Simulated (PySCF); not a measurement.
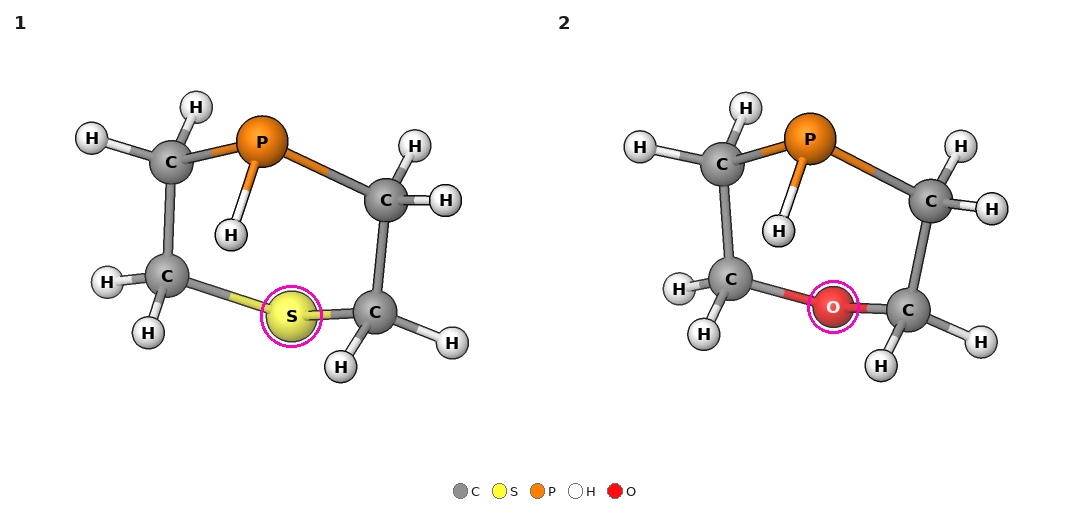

2 molecules with one skeleton, seen from the same side and at one scale; the atom that differs is circled. Each species is neutral and a spin singlet. Computed geometries: GFN2-xTB optimisations, one conformation each. Properties computed with PySCF 2.14.0.

One atom differs, called X below: S in panel 1, O in panel 2. Their formulas are C4H9PS (`C1CSCCP1`), C4H9OP (`C1CPCCO1`).

**In which is the dipole moment larger (CAM-B3LYP/def2-SVPD)?**

In panel 1 (X = S).

**In which is the mean static polarisability larger (CAM-B3LYP/def2-SVPD)?**

In panel 1 (X = S).

Give the values. With GFN2-xTB: mean length of X–C (Å), angle C–X–C (°). With CAM-B3LYP/def2-SVPD: dipole moment (D), HOMO energy (Kohn–Sham orbital) (eV), HOMO–LUMO gap (eV), mean static polarisability (bohr³), lowest vertical singlet excitation (eV).

```csv
quantity,1 (S),2 (O),2 − 1
mean length of X–C (Å),1.819,1.406,−0.413
angle C–X–C (°),97.9,113.1,+15.2
dipole moment (D),0.80,0.60,−0.20
HOMO energy (Kohn–Sham orbital) (eV),−7.69,−8.02,−0.33
HOMO–LUMO gap (eV),8.94,9.40,+0.46
mean static polarisability (bohr³),89.3,74.5,−14.8
lowest vertical singlet excitation (eV),5.44,6.41,+0.97
```

The geometry is semi-empirical. Around P such bond lengths and angles can be off by a tenth of an ångström or more and by several degrees, and values that hang on the shape move with them.
